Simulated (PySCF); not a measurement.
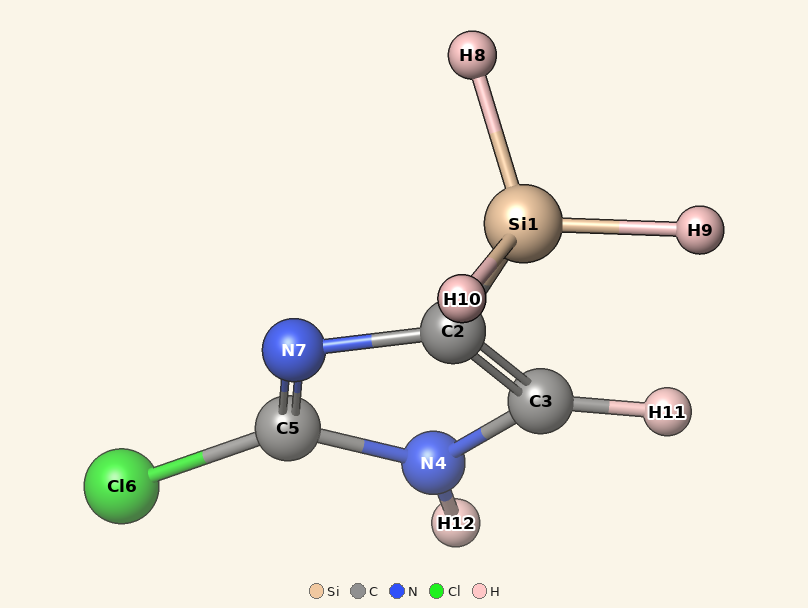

Atoms fade into the background with distance from the viewer. The geometry was computed by an optimisation with PBE0-D3(BJ)/def2-SVP. No frequency run is at hand to confirm it as a minimum.

Q: How is the 5-membered ring C2–C3–N4–C5–N7 puckered?

A: It is planar. The Cremer–Pople amplitude Q is 0.00 Å.

Q: Give the torsion angles round the ring, beginning with the bond from its second to its third atom.

A: 0°, 0°, 0°, 0°, 0°.
